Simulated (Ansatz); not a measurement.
# AlH4NSi: composite energy at a relaxed geometry, by script

Wanted for AlH4NSi: a composite energy at a relaxed geometry.

Program: Ansatz 0.2.0 through its Python package. The levels of theory stand in the script. These are calculated values, not measurements.

**1. The system**

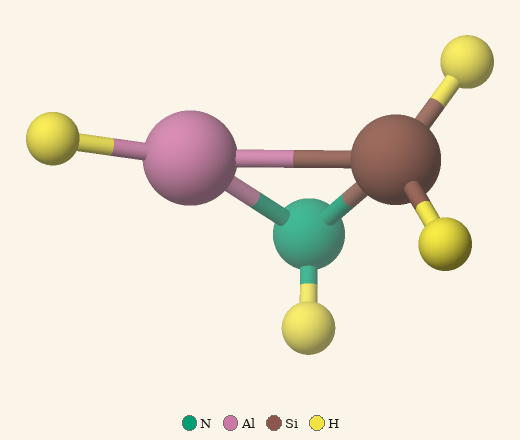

The starting structure, viewed from a chosen angle; nitrogen teal, aluminium pink, silicon brown, hydrogen yellow.

No structure file is read: the coordinates are typed or built in the script.

**2. The script**

Input file alh4nsi_composite.py:

```python
import itertools

import ansatz
from ase import Atoms
from ase.data import atomic_numbers, covalent_radii
import numpy as np


def main() -> None:
    atoms = Atoms(["N", "Al", "Si", "H", "H", "H", "H"], positions=[
        (-0.7436, -0.0078, -0.7954),
        (0.2927, -1.3646, -0.0834),
        (-0.12, 0.797, 0.656),
        (-0.1978, 0.4227, -1.6352),
        (1.036, -2.7821, -0.1986),
        (-1.1301, 1.0321, 1.6815),
        (0.924, 1.8347, 0.3296),
    ])
    geometry = ansatz.Crystal.molecule_from_ase(atoms)

    model = (
        geometry.calculation()
        .basis(gaussian="def2-SVP")
        .functional("B3LYP", dispersion="d4")
        .accuracy("medium")
    )
    symbols = [site.symbol for site in geometry.cartesian_sites]
    start = np.array([site.position_ang for site in geometry.cartesian_sites], dtype=float)
    r = model.relax(force_tolerance=0.01, max_steps=100).run(threads=1, pin="off").report
    end = np.array(r["positions_ang"])
    radius = [covalent_radii[atomic_numbers[s]] for s in symbols]
    span = lambda where, i, j: np.linalg.norm(where[i] - where[j])
    bonded = [(i, j) for i, j in itertools.combinations(range(len(symbols)), 2) if min(span(start, i, j), span(end, i, j)) < 1.2 * (radius[i] + radius[j])]
    print("pair        before    after (A)")
    for i, j in bonded:
        print(f"{symbols[i]}{i}-{symbols[j]}{j}".ljust(10), f"{span(start, i, j):8.4f} {span(end, i, j):8.4f}")

    minimum = ansatz.Crystal.molecule()
    for symbol, place in zip(symbols, end):
        minimum = minimum.atom(symbol, place.tolist())
    at_minimum = minimum.calculation()
    level = lambda method, basis: at_minimum.basis(gaussian=basis).correlation(method).run(threads=1, pin="off").report
    small, large, cluster = level("mp2", "cc-pVDZ"), level("mp2", "cc-pVTZ"), level("ccsd_t", "cc-pVDZ")
    corr = lambda each: (each["free_energy_ev"] - each["reference_energy_ev"]) / 27.211386246
    mp2_limit = (27 * corr(large) - 8 * corr(small)) / 19
    pieces = {"HF / cc-pVTZ": large["reference_energy_ev"] / 27.211386246, "MP2 correlation, DZ-TZ limit": mp2_limit, "CCSD(T) - MP2 / cc-pVDZ": corr(cluster) - corr(small)}
    for name, value in pieces.items():
        print(f"{name:32s} {value:14.6f} Ha")
    print(f"{'sum':32s} {sum(pieces.values()):14.6f} Ha")
    print("T1 diagnostic", round(cluster["correlation"]["coupled_cluster"]["t1_diagnostic"], 4))


if __name__ == "__main__":
    main()
```

**3. The run**

Command:

```bash
$ python alh4nsi_composite.py
```

Log:

```text
pair        before    after (A)
N0-Al1       1.8498   1.7831
N0-Si2       1.7729   1.7897
N0-H3        1.0902   1.0171
Al1-Si2      2.3215   2.3188
Al1-H4       1.6047   1.5778
Si2-H5       1.4585   1.4989
Si2-H6       1.5077   1.4989
HF / cc-pVTZ                        -587.663096 Ha
MP2 correlation, DZ-TZ limit          -0.442437 Ha
CCSD(T) - MP2 / cc-pVDZ               -0.048321 Ha
sum                                 -588.153854 Ha
T1 diagnostic 0.0175
```

Run time: 35 s. Hardware: 1 thread of Arm Neoverse V1, shared host; peak memory 0.32 GiB.

**4. The relaxation of run 0, step by step**

Step by step:

```csv
step,E - E(step 1) (eV),largest force component (eV/Å)
1,0.0000,2.8222
2,-0.5191,1.8635
3,-0.8153,1.3224
4,-1.0024,0.4125
5,-1.0307,0.3906
6,-1.0606,0.1517
7,-1.0645,0.0852
8,-1.0651,0.0567
9,-1.0654,0.0621
10,-1.0654,0.0043
```

Step 1 is the start.

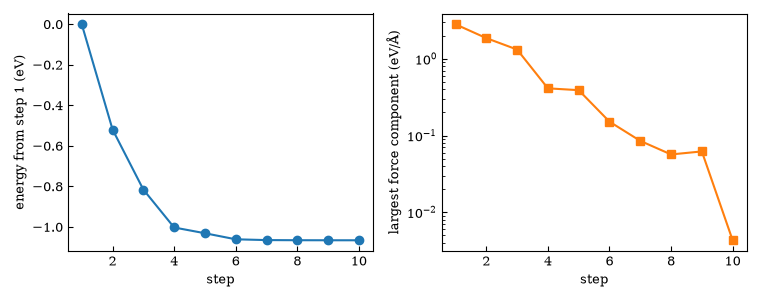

Energy and largest force along the relaxation.

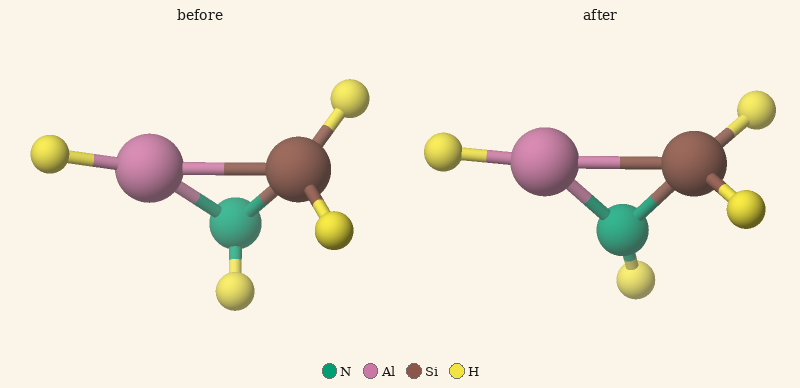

Before and after, at one scale.

Before: Bond lengths: N1–Al2 1.850 Å, N1–Si3 1.773 Å, Al2–Si3 2.322 Å, N1–H4 1.090 Å, Al2–H5 1.605 Å, Si3–H6 1.459 Å, Si3–H7 1.508 Å. Angles: N1–Al2–Si3 48.7°, N1–Al2–H5 151.6°, Si3–Al2–H5 158.1°, Al2–N1–Si3 79.7°, Al2–N1–H4 107.8°, Si3–N1–H4 106.0°, N1–Si3–Al2 51.6°, N1–Si3–H6 113.9°, N1–Si3–H7 112.3°, Al2–Si3–H6 119.8°, Al2–Si3–H7 116.7°, H6–Si3–H7 121.4°.

After: Bond lengths: N1–Al2 1.783 Å, N1–Si3 1.790 Å, Al2–Si3 2.319 Å, N1–H4 1.017 Å, Al2–H5 1.578 Å, Si3–H6 1.499 Å, Si3–H7 1.499 Å. Angles: N1–Al2–Si3 49.7°, N1–Al2–H5 136.5°, Si3–Al2–H5 173.8°, Al2–N1–Si3 80.9°, Al2–N1–H4 149.0°, Si3–N1–H4 130.1°, N1–Si3–Al2 49.4°, N1–Si3–H6 115.8°, N1–Si3–H7 115.8°, Al2–Si3–H6 126.6°, Al2–Si3–H7 126.6°, H6–Si3–H7 106.4°.

Run 0 is this relaxation; the runs after it count from 1.

**5. The engine's runs**

The 3 runs, in the order started:

| run | basis | method | energy (eV) | iterations in all | CPU time (s) |
| --- | --- | --- | --- | --- | --- |
| 1 | cc-pVDZ | mp2 | -15998.7204 | 11 | 0.8 |
| 2 | cc-pVTZ | mp2 | -16002.2718 | 16 | 4 |
| 3 | cc-pVDZ | ccsd_t | -16000.0353 | 17 | 2.4 |

**6. Results**

| quantity | value |
| --- | --- |
| T1 diagnostic | 0.0175 |
| composite energy | -588.153854 Ha |
| runs compared | 3 |

What this shows: The dearest, run 2, took some 5 times as long as run 1. A T1 diagnostic under about 0.02 supports a single-reference treatment, as here. Run 0: After 9 moves the largest shift is 0.545 Å, of atom 4 (H). The sum leaves out core correlation, relativity, the Hartree-Fock basis error and zero-point energy; a DZ-TZ extrapolation is rough. b3lyp holds the VWN-RPA fit, as in Gaussian; the form of ORCA and Turbomole is b3lyp5. Inner cores stay frozen, so this is valence correlation. For Al to Cl the sets with a tight d function, cc-pV(X+d)Z, are usual.
